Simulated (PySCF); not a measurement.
C5H3N, SMILES `C#CC#CC=N`.

Method: HF/def2-SVP; geometry: GFN2-xTB; program: PySCF. No frequency check shows the geometry to be a minimum. Without diffuse functions Rydberg states are missing, so the states' numbers hold for this basis only.

The calculation's input:

```python
import numpy as np
from pyscf import gto, scf, dft, tdscf
from pyscf.scf import atom_ks, atom_hf
from scipy.linalg import block_diag

def solve(mol, dm0=None, hcore=None):
    mf = scf.UHF(mol) if mol.spin else scf.RHF(mol)
    mf = mf.density_fit(auxbasis='def2-universal-jkfit')
    mf.conv_tol, mf.max_cycle = 1e-8, 80
    if hcore is not None:
        mf.get_hcore = lambda *args: hcore
    mf.kernel(dm0)
    if not mf.converged:
        mf = mf.newton().run(mf.mo_coeff, mf.mo_occ, max_cycle=30)
    assert mf.converged, 'SCF not converged'
    return mf

mol = gto.M(atom='''
C     -3.19108    -0.17745     0.00000
C     -1.99505    -0.02545     0.00000
C     -0.64997     0.13617     0.00000
C      0.54886     0.32580     0.00000
C      1.95838     0.42157     0.00000
N      2.78234    -0.53493     0.00000
H     -4.23166    -0.30547     0.00000
H      2.36711     1.43012     0.00000
H      2.36132    -1.46398     0.00000
''', basis='def2-svp', charge=0, spin=0, verbose=4)
mf = solve(mol)
td = mf.TDA()
td.nstates, td.singlet, td.conv_tol = 6, True, 1e-5
td.kernel()
td.analyze()
x, y = np.array([p[0] for p in td.xy]), np.array([p[1] + 0 * p[0] for p in td.xy])
f, mu = td.oscillator_strength(), td.transition_dipole()
nto = [td.get_nto(state=i + 1, verbose=4) for i in range(len(td.e))]
# spherically averaged free atoms, for the promolecule
atm = scf.atom_hf.get_atm_nrhf(mol)
pro = block_diag(*[(atm[a[0]][2] * atm[a[0]][3]) @ atm[a[0]][2].T for a in mol._atom])
np.savez('result.npz', e=td.e, f=f, ok=td.converged, w=[n[0] for n in nto], nto=[n[1] for n in nto], x=x, y=y, c=mf.mo_coeff, occ=mf.mo_occ, eps=mf.mo_energy, pro=pro, mu=mu)
```

Command:

```sh
OMP_NUM_THREADS=1 python input.py
```

The run took 43 s on 1 thread of Arm Neoverse V2, with other jobs on the host, peak memory 0.19 GiB.

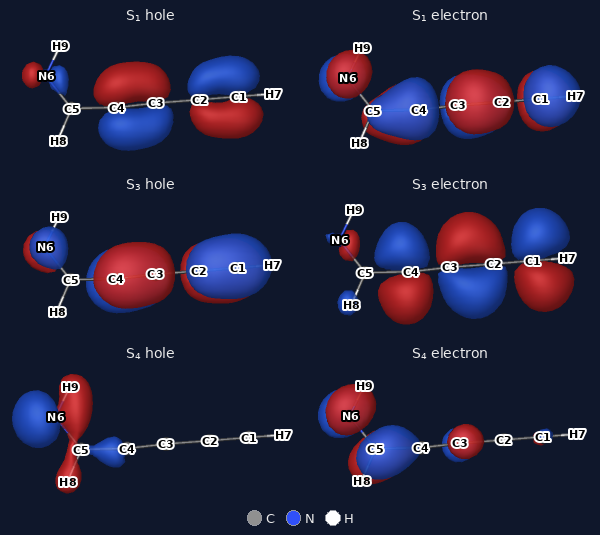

Leading natural transition orbitals (CIS singlet states).

Q: Describe these excited states.

A: By state:
- S₁: 4.45 eV (279 nm), f = 0.000 (very weak); the leading pair carries 89 %; hole on C4 (27 %), C1 and C3 (23 % each) and C2 (16 %), electron on C1, C3 and C4 (21 % each), C2 (15 %) and N6 (10 %); their centroids lie 0.3 Å apart.
- S₃: 4.97 eV (249 nm), f = 0.001 (very weak); the leading pair carries 90 %; hole on C1 and C4 (25 % each), C3 (20 %) and C2 (18 %), electron on C1 (24 %), C4 (23 %) and C3 (20 %); their centroids lie 0.1 Å apart.
- S₄: 5.52 eV (224 nm), f = 0.006, n → π*; the leading pair carries 94 %; hole on N6 (65 %), C5 (11 %) and H9 (8 %), electron on N6 (36 %), C5 (31 %) and C4 (10 %); their centroids lie 1.0 Å apart.
